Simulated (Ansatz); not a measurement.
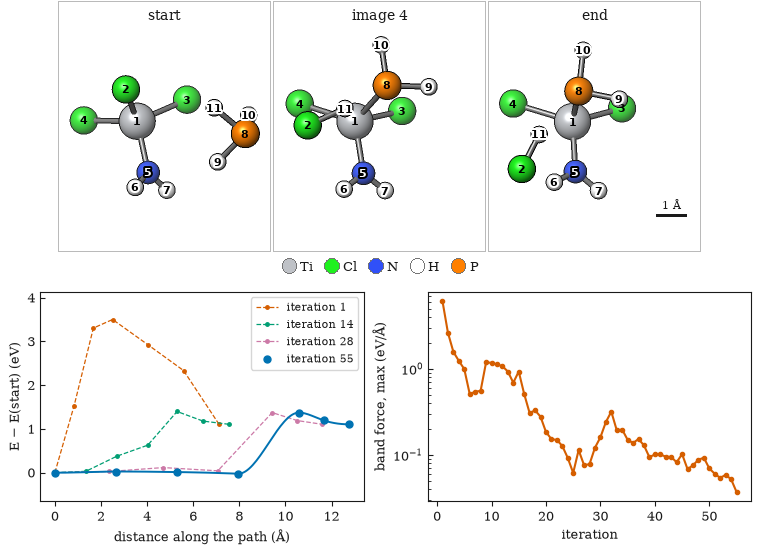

A nudged-elastic-band calculation for TiPNH5Cl3, made up at the start of TiNH₂Cl₃ and PH$_{3}$. Images are numbered from 0 (start) to 6 (end). The plot follows the band through its iterations. Style: ball-and-stick. Shown from a free direction.

Theory: RKS PBE/def2-SVP (Ansatz 0.2.0). Run with 5 movable images; climbing image; force threshold 0.05 eV/Å; iteration limit 60; starting path through a guess of the saddle point.

**Judge this run.**

The run is converged, with reservations. The band converged in 55 iterations. The largest component of the band force went from 6.1 to 0.037 eV/Å. The climbing image converged on the top of the path. Its vibrational analysis gives one imaginary mode (203i cm⁻¹), as a transition state must have. The first iteration put the highest image at 3.50 eV. The energy climbs by 1.37 eV to image 4 and then falls by 0.27 eV, so the end point sits at +1.11 eV. Image 3 lies below both ends, at −0.02 eV, which points to an intermediate minimum that so few images don't resolve.

Limits of the set-up: the start holds two separate molecules, 3.0 Å apart at their closest, whose relative position is a soft coordinate and is computed without a dispersion correction.

The run took 11 min on 4 threads of Arm Neoverse V1 (shared host), peak memory 0.25 GiB.
